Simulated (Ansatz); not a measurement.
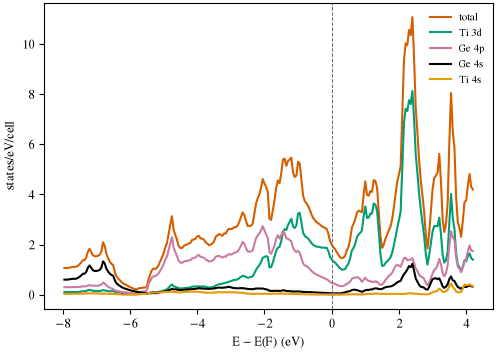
*Total and projected density of states of TiGe2 in space group Fddd (No. 70; Ti on 8b, Ge on 16f), the program Ansatz at the LDA level (PAW)*

### Question
Which orbitals carry the states next to the Fermi level?

### Answer
Within 0.5 eV of the Fermi level: Ti 3d 69 %, Ge 4p 25 %. Projections are on Löwdin-orthogonalised atomic valence shells; empty p or d shells of many metals are not among them.

### Question
Where is the tallest occupied peak in this window, and what makes it?

### Answer
Near -1.2 eV, about 5.5 states/eV per cell; the largest projected share is Ti 3d.

The first step of the workflow began from a Materials Project structure, measured or hypothetical; the Crystallography Open Database files this formula in space group No. 70, but the cells were not matched. Its standing as an ambient phase is unchecked. The LDA relaxation kept the symmetry of its start; its stability against distortions is not shown here. No spin polarisation was allowed. Spin–orbit coupling is left out wherever it is not named.

Potentials: the later of the program's two PAW sets.
